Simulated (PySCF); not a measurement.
**C2H8Si2 (SMILES C=C[SiH2][SiH3]): levels of theory compared**

Wanted: a comparison of 5 runs (HF/3-21G, HF/def2-SVP, PBE0/6-311+G**, r2SCAN/aug-cc-pVDZ, MP2/aug-cc-pVDZ) of C2H8Si2. 

Program for the calculation: PySCF 2.14.0.

## 1. The molecule

C2H8Si2 has 12 atoms, charge 0, and is taken as a singlet. SMILES: `C=C[SiH2][SiH3]`. The coordinates come from a PBE0-D4/def2-TZVP relaxation. This is one conformer, not always the lowest.

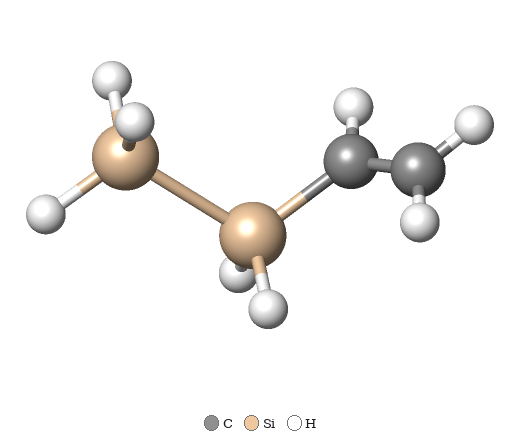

Viewed from a chosen angle; carbon grey, silicon light orange, hydrogen white.

## 2. Energy and forces at HF/3-21G (run 1)

The input, run.py:

```python
from pyscf import gto, scf

mol = gto.M(
    atom='''
C      0.493974     4.385865    -0.312372
C      0.405157     2.324363     1.123631
Si    -1.658235    -0.438794     0.428779
Si     0.786315    -3.986944    -0.589972
H     -0.686538     4.594302    -1.978921
H      1.744595     5.957740     0.112061
H      1.640093     2.232711     2.767882
H     -3.247116    -1.068640     2.667915
H     -3.349729     0.209193    -1.725509
H      2.300931    -3.499017    -2.908477
H      2.556610    -4.577673     1.516127
H     -0.840928    -6.237608    -1.037082
''',
    basis='3-21g',
    verbose=3,
    unit='bohr',
    max_memory=1860,
)

mf = scf.RHF(mol)
mf.conv_tol = 1e-10
mf.kernel()
if not mf.converged:
    mf = mf.newton().run(mf.mo_coeff, mf.mo_occ)

e_tot = mf.e_tot
print('Final energy', e_tot)
grad = mf.nuc_grad_method().kernel()
mf.analyze()
```

Started as:

```bash
$ OMP_NUM_THREADS=1 python run.py
```

Output:

```text
converged SCF energy = -654.705658947802
[... 14 lines left out ...]
MO #5   energy= -6.10442175775118  occ= 2
[... 10 lines left out ...]
MO #16  energy= -0.684373505369832 occ= 2
[... 10 lines left out ...]
MO #27  energy= 0.161276017684736  occ= 0
[... 10 lines left out ...]
MO #38  energy= 0.493627411259998  occ= 0
[... 10 lines left out ...]
MO #49  energy= 1.12775766908077   occ= 0
[... 10 lines left out ...]
MO #60  energy= 1.99693688471771   occ= 0
[... 13 lines left out ...]
Dipole moment(X, Y, Z, Debye):  0.28324,  0.88539,  0.02075
```

It took 6 s on 1 thread of Intel Xeon at 2.50GHz (Skylake/Cascade Lake), shared host; peak memory 0.13 GiB.

## 3. Energy and gradient at HF/def2-SVP (run 2)

The input, calc.py:

```python
from pyscf import gto

mol = gto.Mole()
mol.atom = [
    ('C', (0.261400, 2.320900, -0.165300)),
    ('C', (0.214400, 1.230000, 0.594600)),
    ('Si', (-0.877500, -0.232200, 0.226900)),
    ('Si', (0.416100, -2.109800, -0.312200)),
    ('H', (-0.363300, 2.431200, -1.047200)),
    ('H', (0.923200, 3.152700, 0.059300)),
    ('H', (0.867900, 1.181500, 1.464700)),
    ('H', (-1.718300, -0.565500, 1.411800)),
    ('H', (-1.772600, 0.110700, -0.913100)),
    ('H', (1.217600, -1.851600, -1.539100)),
    ('H', (1.352900, -2.422400, 0.802300)),
    ('H', (-0.445000, -3.300800, -0.548800)),
]
mol.max_memory = 1860
mol.charge = 0
mol.verbose = 4
mol.basis = 'def2-svp'
mol.build()

mf = mol.RHF()
mf.conv_tol = 1e-10
mf.kernel()
if not mf.converged:
    mf = mf.newton().run(mf.mo_coeff, mf.mo_occ)

etot = mf.e_tot
print('E = %.10f Eh' % etot)
grad = mf.nuc_grad_method().kernel()
dip = mf.dip_moment()
pop, q = mf.mulliken_pop()
```

Started as:

```bash
$ OMP_NUM_THREADS=1 python calc.py
```

Output:

```text
PySCF version 2.14.0

[... 68 lines left out ...]
converged SCF energy = -657.987827254155
[... 12 lines left out ...]
Dipole moment(X, Y, Z, Debye):  0.25855,  0.89030,  0.01009
[... 117 lines left out ...]
charge of   11H =     -0.13036
```

It took 23 s on 1 thread of Intel Xeon at 2.50GHz (Skylake/Cascade Lake), shared host; peak memory 0.23 GiB.

Runs 3 to 4 aren't shown in full; the table further down has their settings and results.

## 4. Energy and gradient at MP2/aug-cc-pVDZ (run 5)

The input, geometry.xyz:

```xyz
12

C      0.261400     2.320900    -0.165300
C      0.214400     1.230000     0.594600
Si    -0.877500    -0.232200     0.226900
Si     0.416100    -2.109800    -0.312200
H     -0.363300     2.431200    -1.047200
H      0.923200     3.152700     0.059300
H      0.867900     1.181500     1.464700
H     -1.718300    -0.565500     1.411800
H     -1.772600     0.110700    -0.913100
H      1.217600    -1.851600    -1.539100
H      1.352900    -2.422400     0.802300
H     -0.445000    -3.300800    -0.548800
```

The input, run.py:

```python
from pyscf import gto, mp

mol = gto.Mole()
mol.atom = 'geometry.xyz'
mol.verbose = 4
mol.max_memory = 1860
mol.basis = 'aug-cc-pvdz'
mol.build()

calc0 = mol.RHF()
calc0.conv_tol = 1e-10
calc0.kernel()
if not calc0.converged:
    calc0 = calc0.newton().run(calc0.mo_coeff, calc0.mo_occ)

pt = mp.MP2(calc0, frozen=12).run()
energy = pt.e_tot
print('E(%s) = %.9f' % ('MP2', energy))
grad = pt.nuc_grad_method().kernel()
calc0.analyze()
```

Started as:

```bash
$ OMP_NUM_THREADS=1 python run.py
```

Output:

```text
PySCF version 2.14.0

[... 109 lines left out ...]
MO #17  energy= -0.623416477208564 occ= 2
[... 30 lines left out ...]
MO #48  energy= 0.187253925516537  occ= 0
[... 30 lines left out ...]
MO #79  energy= 0.52056197762223   occ= 0
[... 30 lines left out ...]
MO #110 energy= 0.869305771125795  occ= 0
[... 30 lines left out ...]
MO #141 energy= 1.81402531992862   occ= 0
[... 30 lines left out ...]
MO #172 energy= 3.38663337214504   occ= 0
[... 187 lines left out ...]
Dipole moment(X, Y, Z, Debye):  0.25829,  0.79308,  0.05064
```

Wall time 4.9 min (1 thread of Intel Xeon at 2.50GHz (Skylake/Cascade Lake), shared host); peak memory 1.8 GiB.

## 5. Overview of the runs

```
run               level  integration grid  frozen core orbitals  energy (Eh)  dipole moment (D) of the reference  HOMO energy (eV)  LUMO energy (eV)  wall time
  1            HF/3-21G                 –                     –  -654.705659                                0.93             -9.88              3.57        6 s
  2         HF/def2-SVP                 –                     –  -657.987827                                0.93            -10.01              3.29       23 s
  3      PBE0/6-311+G**                 5                     –  -659.658255                                0.74             -7.65             -0.66    2.5 min
  4  r2SCAN/aug-cc-pVDZ                 5                     –  -659.866721                                0.75             -6.77             -1.39    5.3 min
  5     MP2/aug-cc-pVDZ                 –                    12  -658.727935                                0.84             -9.94              0.98    4.9 min
```

## 6. Outcome

| quantity | value |
| --- | --- |
| run 5: total energy | -658.72793 Eh |
| run 5: dipole moment (Hartree–Fock density) | 0.84 D |
| run 5: HOMO energy (Hartree–Fock orbitals) | -9.94 eV |
| run 5: LUMO energy (Hartree–Fock orbitals) | 0.98 eV |
| run 5: HOMO–LUMO gap (Hartree–Fock orbitals) | 10.92 eV |
| run 5: correlation energy (12 core orbitals frozen) | -493.1 mEh |
| run 5: largest force on an atom | 1.293 eV/Å |

Over runs 1, 2, 3, 4 the dipole moment (its size) runs from 0.74 D (PBE0/6-311+G**) to 0.93 D (HF/3-21G). The two ends differ in method and basis. Over runs 1, 2, 3, 4 the HOMO–LUMO gap runs from 5.38 eV (r2SCAN/aug-cc-pVDZ) to 13.46 eV (HF/3-21G). Totals of different functionals can't be ranked against each other. All runs together took 13 min, the longest 5.3 min.
